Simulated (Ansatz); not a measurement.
# C2H7BFGa (SMILES B[CH2][Ga]([CH3])[F]): what the fields show

Input

```
crystal:
  periodic: [false, false, false]
  atoms:
    - { symbol: B, position_ang: [-1.7637, 0.6027, -0.0588] }
    - { symbol: C, position_ang: [-0.6495, 0.5632, -1.1414] }
    - { symbol: Ga, position_ang: [-0.38617, 2.43519, -1.93444] }
    - { symbol: C, position_ang: [-0.6896, 3.94337, -1.38153] }
    - { symbol: F, position_ang: [-0.78263, 2.18028, -3.21695] }
    - { symbol: H, position_ang: [-1.5674, 0.9799, 1.0391] }
    - { symbol: H, position_ang: [-2.9101, 0.539, -0.4104] }
    - { symbol: H, position_ang: [-0.59126, -0.41645, -1.68426] }
    - { symbol: H, position_ang: [0.28078, 0.81155, -0.6646] }
    - { symbol: H, position_ang: [-0.53963, 4.95538, -1.67983] }
    - { symbol: H, position_ang: [-1.73895, 3.85539, -0.86135] }
    - { symbol: H, position_ang: [0.03769, 3.66688, -0.56296] }
basis:
  gaussian: { orbitals: def2-SVP }
hamiltonian:
  xc: pbe
relax:
  f_tol: 0.015
  max_steps: 40
output:
  orbitals: {}
```

Run with:

```sh
ansatz run input.yaml --threads 2 --pin off --max-ram 3072MiB --backend cpu --events-out ev --progress --plain --runs-dir out
```

The fields are those of the relaxed geometry.

Computed with RKS PBE/def2-SVP (Ansatz).

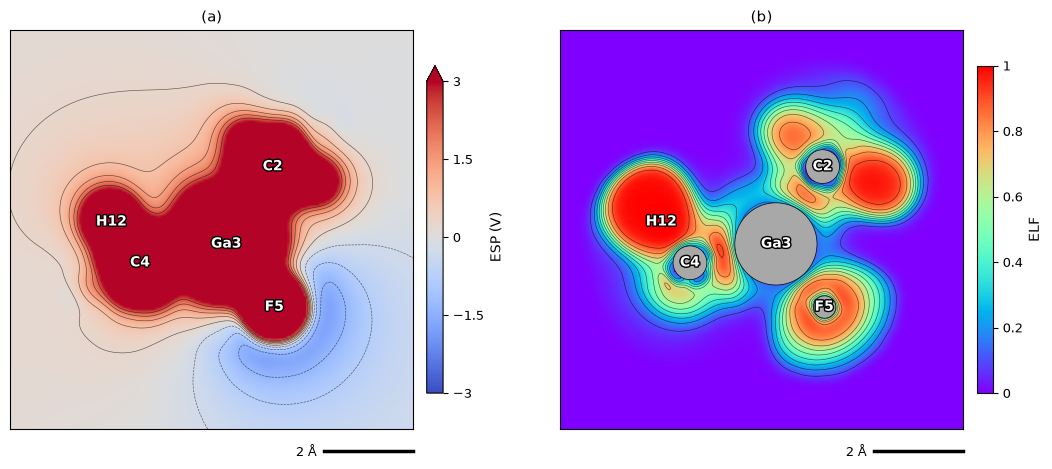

Figure 1. (a) electrostatic potential; (b) ELF on the plane of atoms Ga3, C4 and H12. Grey discs cover the atomic cores in the ELF map.

**Describe what can be read from this map.**

The plane passes through C, Ga, F and H nuclei. Ga–F (1.78 Å): the ELF peaks at about 0.85 in the valence shell of F, 0.5 Å from its nucleus, and is about 0.15 at the midpoint. C–Ga (1.96 Å): the ELF peaks at about 0.90 in the valence shell of C, 0.7 Å from its nucleus, and is about 0.60 at the midpoint. C–H (1.11 Å): the ELF climbs to about 1 towards the hydrogen, as it does in any bond to H; a covalent bond by its length. C–Ga (2.01 Å): the ELF peaks at about 0.85 in the valence shell of C, 0.7 Å from its nucleus, and is about 0.50 at the midpoint. The ELF also peaks beside F5, away from the bonds: lone-pair regions. Outside the dense part of the molecule the potential is most negative (−1.7 V) near F5.

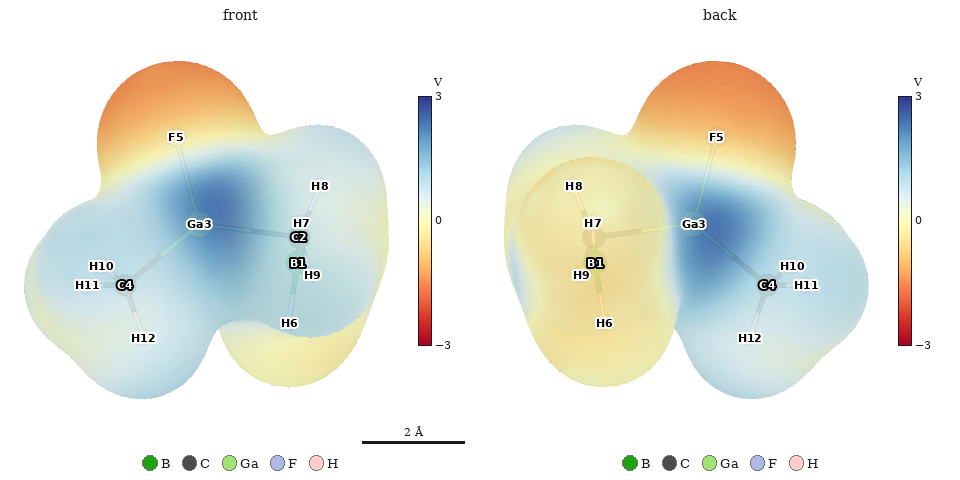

Figure 2. The molecular electrostatic potential painted on the density surface at 0.002 e/bohr³, seen from the front and from behind; the colour scale runs from red (negative) to blue (positive).

**Describe the electrostatic potential map.**

The most negative region (about −1.5 V) lies over F5, the most positive (about +2.4 V) over Ga3.

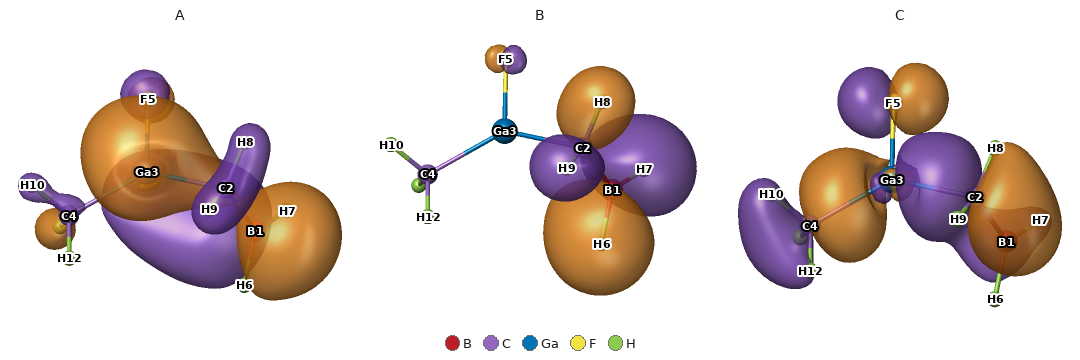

Figure 3. Three frontier orbitals at ±0.08 Å⁻³ᐟ² (orange and purple are the two phases), in no order.

**Which picture is the HOMO−1, the HOMO and the LUMO?**

B is the HOMO−1 (−7.47 eV). Its weight (Hirshfeld) is mainly on B1 (about 35 %), H6 (about 25 %), H7 (about 25 %) and C2 (about 10 %). C is the HOMO (−6.94 eV). It lies mainly on C2 (about 25 %), C4 (about 20 %), F5 (about 15 %), Ga3 (about 15 %) and B1 (about 10 %). A is the LUMO (−2.63 eV). Its weight (Hirshfeld) is mainly on Ga3 (about 35 %), B1 (about 35 %) and C2 (about 10 %).

**What is the HOMO–LUMO gap?**

4.31 eV between the orbital energies.

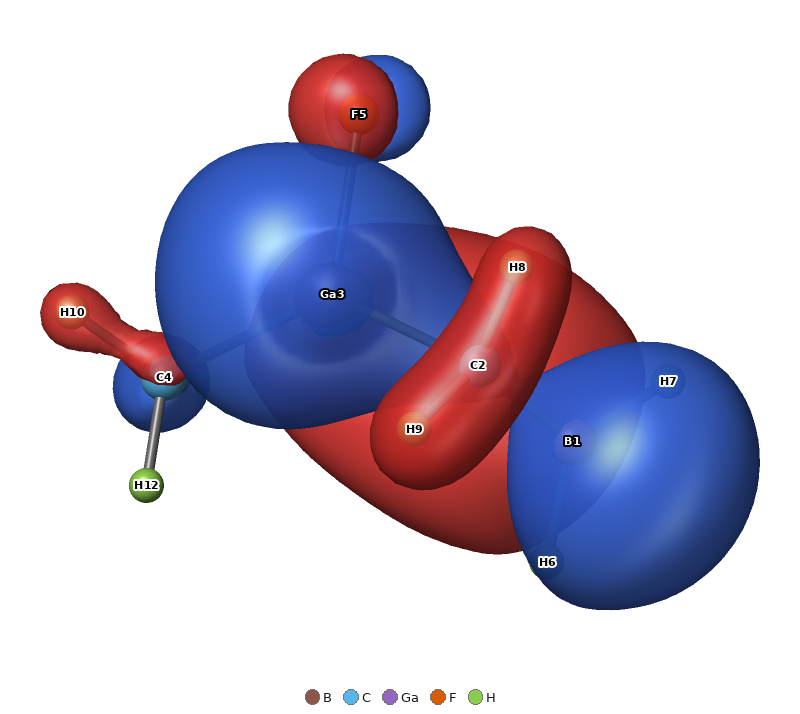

Figure 4. One frontier orbital at ±0.08 Å⁻³ᐟ² (blue and red are the two phases), seen at an oblique angle.

**Which orbital is it: HOMO or LUMO?**

The LUMO, at −2.63 eV. By Hirshfeld shares it lies mainly on Ga3 (about 35 %), B1 (about 35 %) and C2 (about 10 %).
